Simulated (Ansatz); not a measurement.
SnGeH6

The calculation's input:

```
crystal:
  lattice:
    - [3.2453899339, 0.0, 0.0]
    - [0.0, 3.2453899339, 0.0]
    - [0.0, 0.0, 6.1370282756]
  atoms:
    - { symbol: Sn, position: [0.0, 0.0, 0.5] }
    - { symbol: Ge, position: [0.0, 0.0, 0.0] }
    - { symbol: H, position: [0.5, 0.5, 0.0] }
    - { symbol: H, position: [0.5, 0.5, 0.5] }
    - { symbol: H, position: [0.5, 0.0, 0.1896754803] }
    - { symbol: H, position: [0.5, 0.0, 0.8103245197] }
    - { symbol: H, position: [0.0, 0.5, 0.1896754803] }
    - { symbol: H, position: [0.0, 0.5, 0.8103245197] }
kpoints:
  mp_grid: { grid: [8, 8, 6] }
  band_path:
    path:
      - [0.0, 0.0, 0.0]
      - [0.0, 0.5, 0.0]
      - [0.5, 0.5, 0.0]
      - [0.0, 0.0, 0.5]
      - [0.0, 0.5, 0.5]
      - [0.5, 0.5, 0.5]
    npoints: 1
hamiltonian:
  xc: r2scan
  dispersion: rvv10
scf:
  occupations: { method: fermi_dirac, width: 0.03 }
  n_extra_bands: 6
output:
  forces: true
  stress: true
  eigenvalues: true
  write_density: true
  write_potential: true
  elf: true
  volumetric_format: npy
```

Launched as:

```sh
ansatz run input.yaml --threads 4 --pin off --max-ram 4608MiB --backend cpu --events-out ev --progress --plain --runs-dir out
```

Below, planes, directions and counts refer to the conventional cell (a = 3.25 Å, b = 3.25 Å, c = 6.14 Å, α = 90.00°, β = 90.00°, γ = 90.00°).

Space group P4/mmm; a structure from a database of computed crystals, not necessarily the ambient phase; started from the TiAlNi6-123 prototype, which need not be the ambient phase.

These are results of Ansatz 0.2.0, DFT, r2SCAN+rVV10, plane waves, PAW, not measurements.

Core electrons are frozen (PAW), and the valence fields are smoothed inside the atomic spheres.

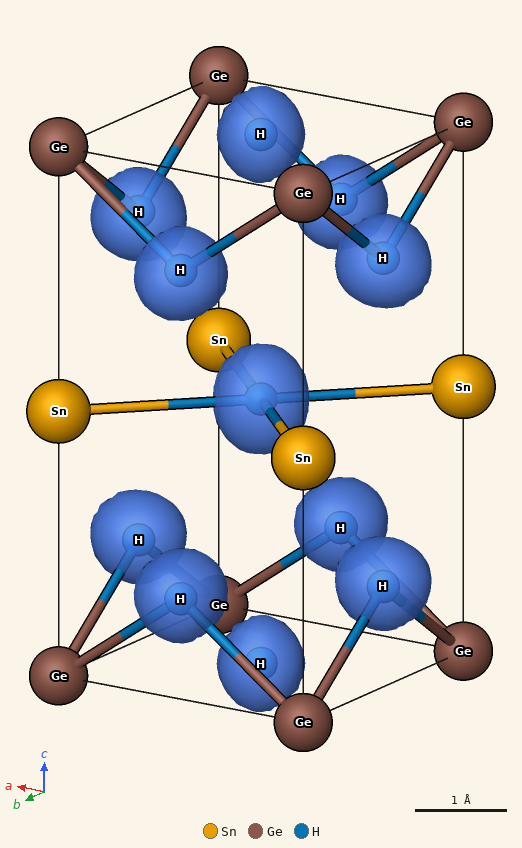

Figure 1. Isosurface of the electron localisation function at 0.9 (blue), seen at an oblique angle. Only the valence region is drawn (cores and ρ < 0.01 e/Å³ removed). Sticks mark near contacts.

**Describe the localisation domains.**

The surface consists of six regions around hydrogen nuclei, counted in one cell of 8 atoms. Regions shared between cells count once. Along the contacts the grid gives the following. Ge–H (2.00 Å): the ELF climbs to about 1 towards the hydrogen. Sn–H (2.29 Å): the ELF climbs to about 1 towards the hydrogen.

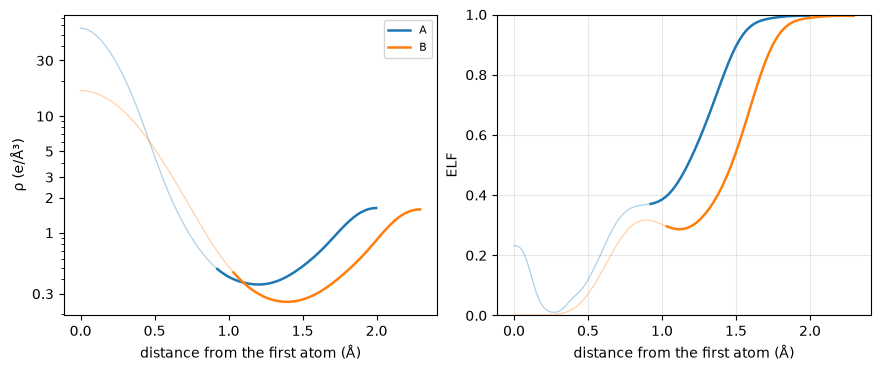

Figure 2. Valence charge density (pseudo) and electron localisation function along straight lines between neighbouring atoms. Thin, pale parts lie inside the atomic spheres.

**Which curve belongs to which contact (Ge–H and Sn–H)? The first atom named is at distance zero.**

Curve A: Ge–H (2.00 Å): ρ at the midpoint is about 0.42 e/Å³; the ELF climbs to about 1 towards the hydrogen. Curve B: Sn–H (2.29 Å): the density is about 0.33 e/Å³ at the midpoint; the ELF climbs to about 1 towards the hydrogen.
